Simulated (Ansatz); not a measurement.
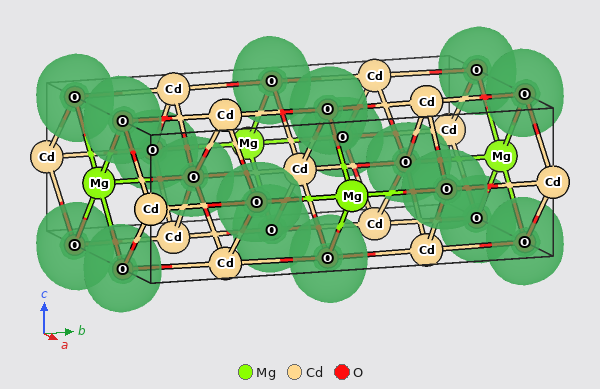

Figure. MgCd3O4. Isosurface of the electron localisation function at 0.65 (green), seen slightly off an axis. Only the valence region is drawn (cores and ρ < 0.01 e/Å³ removed). Sticks mark near contacts.

Space group Cmmm; a structure generated by program, which may or may not match a known phase.

These are results of Ansatz 0.2.0, DFT PBE, scalar-relativistic, plane waves, PAW, not measurements.

Core electrons are frozen (PAW), and the valence fields are smoothed inside the atomic spheres.

### Identify the bonds, lone pairs and shells in this picture.

The surface consists of eight regions wrapped around O (the valence shell of each), counted in one cell of 16 atoms. Regions shared between cells count once. Profiles from the grid: Mg–O (2.20 Å): the ELF peaks at about 0.85 in the valence shell of O, 0.6 Å from its nucleus, and is about 0.35 at the midpoint. Cd–O (2.33 Å): the ELF is about 0.10 at the midpoint; no localised pair shows between them.
